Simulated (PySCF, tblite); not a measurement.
# C2H7NS2Si: dynamics, then NMR shifts on frames, part 2 of 2

tblite 0.8.0 and PySCF 2.14.0. Atoms count from 0. The steps go on from the part before.

## (5) NMR shieldings: 625 fs, PBE0/pcSseg-1

The job: settings as JSON, then the geometry in Å.

```
{"job": {"kind": "nmr", "xc": "PBE0", "basis": "pcSseg-1", "pop": false}, "charge": 0, "multiplicity": 1}
N      1.985900    -0.781500    -0.548100
Si     0.904500    -0.263300     0.644200
S     -0.630800    -1.686200     0.968800
C     -2.065500    -0.623800     0.477500
C     -1.867500     0.888100     0.681000
S     -0.248900     1.457800     0.018900
H      1.541500    -1.361600    -1.357100
H      2.887700    -1.169800    -0.424000
H      1.574900    -0.062200     1.958000
H     -2.952100    -0.948300     1.019300
H     -2.190300    -0.808100    -0.558300
H     -1.958900     1.173800     1.729500
H     -2.631000     1.400200     0.128500
```

Level: GIAO PBE0/pcSseg-1 NMR shielding, non-relativistic, gas phase.

The log of the run:

```text
coarse grid: 12448 points
cycle   1  E = -1220.4305481864  dE =  6.269e-01  |g| = 4.341e-01  |ddm| = 3.419e+00
cycle   2  E = -1220.4143979454  dE =  1.615e-02  |g| = 5.335e-01  |ddm| = 9.396e-01
cycle   3  E = -1220.4755955467  dE = -6.120e-02  |g| = 6.659e-02  |ddm| = 5.020e-01
cycle   4  E = -1220.4766025260  dE = -1.007e-03  |g| = 2.436e-02  |ddm| = 9.571e-02
cycle   5  E = -1220.4767304678  dE = -1.279e-04  |g| = 4.668e-03  |ddm| = 3.083e-02
cycle   6  E = -1220.4767358643  dE = -5.396e-06  |g| = 2.196e-03  |ddm| = 9.297e-03
final grid: 106432 points
cycle   7  E = -1220.5134827764  dE = -1.599e-05  |g| = 1.073e-02  |ddm| = 2.542e-02
cycle   8  E = -1220.5134511483  dE =  3.163e-05  |g| = 1.542e-02  |ddm| = 2.279e-02
cycle   9  E = -1220.5135104845  dE = -5.934e-05  |g| = 6.564e-04  |ddm| = 1.434e-02
cycle  10  E = -1220.5135105896  dE = -1.051e-07  |g| = 1.751e-04  |ddm| = 9.870e-04
cycle  11  E = -1220.5135105966  dE = -7.028e-09  |g| = 7.009e-05  |ddm| = 2.275e-04
cycle  12  E = -1220.5135105976  dE = -9.863e-10  |g| = 1.945e-05  |ddm| = 6.510e-05
converged SCF energy = -1220.5135105976

GIAO shielding tensors (ppm)
atom      isotropic    diamagn.    paramagn.     s11        s22        s33       span
  0 N      226.224     315.896     -89.672    189.310    219.662    269.700     80.389
  1 Si     335.812     877.736    -541.924    285.961    348.534    372.941     86.979
  2 S      609.028    1058.295    -449.267    469.416    636.274    721.394    251.977
  3 C      144.822     250.388    -105.566    100.730    163.549    170.187     69.457
  4 C      143.957     250.831    -106.874    101.986    163.418    166.467     64.481
  5 S      588.560    1058.211    -469.651    468.625    558.348    738.708    270.083
  6 H       29.037      27.981       1.057     21.536     27.767     37.809     16.273
  7 H       30.363      29.300       1.063     23.567     25.348     42.175     18.609
  8 H       25.210      27.221      -2.011     21.871     22.256     31.504      9.633
  9 H       28.909      29.152      -0.243     22.192     27.202     37.332     15.140
 10 H       29.016      32.159      -3.143     22.838     27.848     36.362     13.524
 11 H       28.756      30.134      -1.378     22.681     26.984     36.603     13.923
 12 H       29.074      30.415      -1.341     22.646     27.201     37.376     14.730
```

Wall time 14 s (1 thread of Arm Neoverse V1, shared host); peak memory 0.75 GiB.

This run: δ C4 43.0, C3 42.1, N0 41.5, Si1 13.3, H8 6.51, H11 2.96 ppm.

## (6) NMR shieldings: 800 fs, PBE0/pcSseg-1

The job: settings as JSON, then the geometry in Å.

```
{"job": {"kind": "nmr", "xc": "PBE0", "basis": "pcSseg-1", "pop": false}, "charge": 0, "multiplicity": 1}
N      1.949300    -0.855100    -0.622200
Si     0.928500     0.010900     0.435000
S     -0.648100    -1.325200     1.114800
C     -2.028700    -0.363400     0.570900
C     -1.697000     1.060700     0.563700
S     -0.439300     1.293400    -0.735800
H      1.638100    -1.776000    -1.002700
H      2.786000    -0.485000    -1.033500
H      1.568400     0.661900     1.565300
H     -2.735400    -0.635000     1.285200
H     -2.469700    -0.729100    -0.464200
H     -1.241800     1.215900     1.535800
H     -2.554700     1.706100     0.424200
```

With the program's defaults for keys left out, this is: GIAO PBE0/pcSseg-1 NMR shielding, non-relativistic, gas phase.

The log of the run:

```text
coarse grid: 12448 points
cycle   1  E = -1220.4112811163  dE =  7.679e-01  |g| = 4.504e-01  |ddm| = 3.453e+00
cycle   2  E = -1220.3905951363  dE =  2.069e-02  |g| = 5.620e-01  |ddm| = 1.068e+00
cycle   3  E = -1220.4614584575  dE = -7.086e-02  |g| = 5.866e-02  |ddm| = 5.924e-01
cycle   4  E = -1220.4622272242  dE = -7.688e-04  |g| = 2.476e-02  |ddm| = 9.652e-02
cycle   5  E = -1220.4623584269  dE = -1.312e-04  |g| = 4.921e-03  |ddm| = 3.173e-02
cycle   6  E = -1220.4623639586  dE = -5.532e-06  |g| = 2.299e-03  |ddm| = 9.898e-03
final grid: 106432 points
cycle   7  E = -1220.4978065425  dE = -2.190e-05  |g| = 9.635e-03  |ddm| = 2.833e-02
cycle   8  E = -1220.4977826437  dE =  2.390e-05  |g| = 1.369e-02  |ddm| = 2.066e-02
cycle   9  E = -1220.4978285453  dE = -4.590e-05  |g| = 6.692e-04  |ddm| = 1.275e-02
cycle  10  E = -1220.4978286517  dE = -1.064e-07  |g| = 1.885e-04  |ddm| = 1.043e-03
cycle  11  E = -1220.4978286598  dE = -8.149e-09  |g| = 7.790e-05  |ddm| = 2.657e-04
cycle  12  E = -1220.4978286610  dE = -1.196e-09  |g| = 1.832e-05  |ddm| = 6.818e-05
cycle  13  E = -1220.4978286611  dE = -9.004e-11  |g| = 3.648e-06  |ddm| = 2.796e-05
converged SCF energy = -1220.4978286611

GIAO shielding tensors (ppm)
atom      isotropic    diamagn.    paramagn.     s11        s22        s33       span
  0 N      235.673     317.704     -82.032    200.008    244.488    262.522     62.514
  1 Si     333.331     877.363    -544.032    297.324    332.590    370.079     72.755
  2 S      583.391    1058.148    -474.757    403.353    616.069    730.751    327.398
  3 C      149.711     250.085    -100.375    135.199    146.173    167.759     32.560
  4 C      147.497     254.753    -107.256    119.576    144.935    177.979     58.402
  5 S      549.846    1058.229    -508.383    410.609    545.918    693.011    282.401
  6 H       28.906      28.816       0.090     20.954     27.281     38.483     17.529
  7 H       30.430      29.312       1.118     22.905     25.955     42.430     19.525
  8 H       25.562      27.684      -2.121     21.728     22.869     32.089     10.361
  9 H       29.582      31.106      -1.524     22.907     28.044     37.796     14.890
 10 H       27.370      28.284      -0.914     22.571     24.253     35.286     12.714
 11 H       29.802      31.385      -1.583     25.867     27.081     36.459     10.591
 12 H       28.941      30.333      -1.392     21.947     26.562     38.315     16.368
```

Wall time 15 s (1 thread of Arm Neoverse V1, shared host); peak memory 0.75 GiB.

In short: δ C4 39.4, C3 37.2, N0 32.1, Si1 15.8, H8 6.15, H10 4.35 ppm.

## (7) NMR shieldings: 1000 fs, PBE0/pcSseg-1

The job: settings as JSON, then the geometry in Å.

```
{"job": {"kind": "nmr", "xc": "PBE0", "basis": "pcSseg-1", "pop": false}, "charge": 0, "multiplicity": 1}
N      1.673300    -1.018700    -0.593100
Si     0.707700     0.022500     0.408000
S     -0.450600    -1.379300     1.584200
C     -1.968500    -0.917900     0.697400
C     -2.207900     0.489200     0.321000
S     -0.803600     0.918100    -0.783400
H      1.856000    -1.750200     0.075700
H      2.422100    -0.752300    -1.139600
H      1.251300     0.857000     1.507700
H     -2.772100    -1.120300     1.358000
H     -2.091900    -1.570400    -0.190500
H     -2.146800     1.176900     1.169200
H     -3.235400     0.673900    -0.038700
```

With the program's defaults for keys left out, this is: GIAO PBE0/pcSseg-1 NMR shielding, non-relativistic, gas phase.

The log of the run:

```text
coarse grid: 12448 points
cycle   1  E = -1220.4011520971  dE =  7.852e-01  |g| = 4.634e-01  |ddm| = 3.448e+00
cycle   2  E = -1220.3708507533  dE =  3.030e-02  |g| = 6.031e-01  |ddm| = 1.122e+00
cycle   3  E = -1220.4525183526  dE = -8.167e-02  |g| = 6.665e-02  |ddm| = 6.786e-01
cycle   4  E = -1220.4535567813  dE = -1.038e-03  |g| = 2.507e-02  |ddm| = 1.080e-01
cycle   5  E = -1220.4536923514  dE = -1.356e-04  |g| = 4.541e-03  |ddm| = 3.278e-02
cycle   6  E = -1220.4536972695  dE = -4.918e-06  |g| = 1.964e-03  |ddm| = 9.039e-03
final grid: 106432 points
cycle   7  E = -1220.4905587699  dE = -1.837e-05  |g| = 9.665e-03  |ddm| = 2.604e-02
cycle   8  E = -1220.4905335530  dE =  2.522e-05  |g| = 1.389e-02  |ddm| = 2.140e-02
cycle   9  E = -1220.4905808343  dE = -4.728e-05  |g| = 7.467e-04  |ddm| = 1.346e-02
cycle  10  E = -1220.4905809702  dE = -1.359e-07  |g| = 1.519e-04  |ddm| = 1.083e-03
cycle  11  E = -1220.4905809756  dE = -5.442e-09  |g| = 6.286e-05  |ddm| = 2.332e-04
cycle  12  E = -1220.4905809764  dE = -7.965e-10  |g| = 2.077e-05  |ddm| = 7.261e-05
converged SCF energy = -1220.4905809764

GIAO shielding tensors (ppm)
atom      isotropic    diamagn.    paramagn.     s11        s22        s33       span
  0 N      231.267     316.278     -85.011    210.642    228.155    255.004     44.362
  1 Si     326.872     877.710    -550.838    261.661    318.432    400.524    138.863
  2 S      599.673    1057.860    -458.187    461.842    615.657    721.520    259.678
  3 C      150.171     245.968     -95.797    119.267    161.120    170.124     50.857
  4 C      142.813     254.899    -112.086    103.597    147.557    177.286     73.689
  5 S      557.726    1058.098    -500.372    470.202    490.425    712.549    242.347
  6 H       30.668      29.603       1.065     21.002     30.865     40.136     19.134
  7 H       31.399      31.349       0.050     24.306     25.647     44.245     19.938
  8 H       24.850      27.510      -2.661     20.824     22.153     31.572     10.748
  9 H       29.402      28.903       0.499     21.773     28.372     38.061     16.288
 10 H       28.448      29.028      -0.580     22.171     26.543     36.631     14.460
 11 H       28.706      31.414      -2.709     23.733     26.217     36.166     12.433
 12 H       28.316      29.627      -1.311     22.332     25.588     37.029     14.697
```

Run time: 14 s. Hardware: 1 thread of Arm Neoverse V1, shared host; peak memory 0.75 GiB.

In short: δ C4 44.1, C3 36.8, N0 36.5, Si1 22.3, H8 6.87, H12 3.40 ppm.

## (8) Run by run: NMR shifts

Shifts (ppm) of some atoms, chosen among heavy atoms and hydrogens apart, with basis size and wall time:

```
  frame    C3   H11   H10    N0   Si1   S5    S2  functions  time
 250 fs  34.1  3.51  2.03  21.5  13.9  -79  -127        158  15 s
 425 fs  40.2  4.17  2.85  32.2  21.2  -16   -53        158  15 s
 625 fs  42.1  2.96  2.70  41.5  13.3  -85  -105        158  14 s
 800 fs  37.2  1.91  4.35  32.1  15.8  -46   -80        158  15 s
1000 fs  36.8  3.01  3.27  36.5  22.3  -54   -96        158  14 s
```

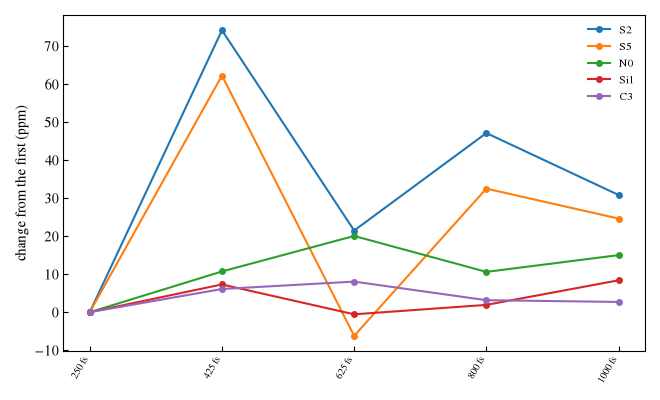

How five of the tabulated atoms move from run to run.

## (9) Outcome

The summary covers parts 1 to 2.

| quantity | value |
| --- | --- |
| thermostat | 300 K |
| mean temperature, second half | 349 K |
| mean potential energy above the minimum | 0.52 eV |
| ¹³C shifts against TMS (PBE0/pcSseg-1, 250 fs) | 44.2, 34.1 ppm |
| ¹H shifts against TMS (PBE0/pcSseg-1, 250 fs) | 6.26, 4.59, 3.51, 3.34, 2.03, 1.23, 0.69 ppm |
| ¹⁵N shifts against NH3 (PBE0/pcSseg-1, 250 fs) | 21.5 ppm |
| ²⁹Si shifts against TMS (PBE0/pcSseg-1, 250 fs) | 13.9 ppm |
| ³³S shifts against CS2 (PBE0/pcSseg-1, 250 fs) | -79, -127 ppm |
| range of the shift of S2 | -127 to -53 ppm |

In words: In the second half the potential energy averages 0.52 eV above the minimum; equipartition over 33 harmonic modes at 300 K would give 0.43 eV. With 13 atoms the temperature swings widely (136 to 478 K). Shifts at one fixed geometry are not the observed spectrum, which averages over the motion. In the first frame run (250 fs): The largest span, 292 ppm, is at S2, where the paramagnetic term is -427 ppm. Across the 5 runs the shift of S2 moves most, between -127 (250 fs) and -53 ppm (425 fs).
